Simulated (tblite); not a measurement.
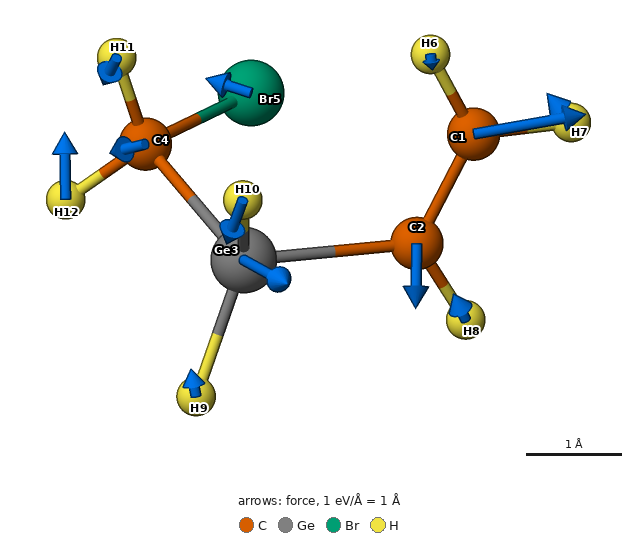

Starting geometry of C₃H₇BrGe with the computed forces as blue arrows. The picture is a ball-and-stick view, seen at a tilt.

These are results of GFN2-xTB geometry optimisation, gas phase (tblite), not measurements. 

**Is this structure relaxed? If not, where do the atoms go?**

It isn't relaxed: the largest force vector, on Ge3, is 1.25 eV/Å. The final displacements have little in common with the starting forces (cosine between the two patterns 0.17). The atom that moves furthest after the best rigid fit is Br5 (1.64 Å). Largest moves by element: Br 1.64 Å, H 1.25 Å, C 0.57 Å, Ge 0.22 Å. Some distances before and after: Ge3–H10 1.556 → 1.507 Å, Ge3–C4 1.950 → 1.988 Å, Ge3–H9 1.522 → 1.503 Å, C2–Ge3 1.931 → 1.948 Å. Among the angles between lasting bonds that change: C4–Ge3–H9 113.9° → 106.2°, Ge3–C4–H12 106.3° → 113.7°, C1–C2–Ge3 117.1° → 124.2°. Groups turn about Ge3–C4 by about 50°, C2–Ge3 by about 45°. Over 125 geometry steps the energy falls by 0.353 eV. The run took 0.71 s on 1 thread of Arm Neoverse V1, on a shared host.
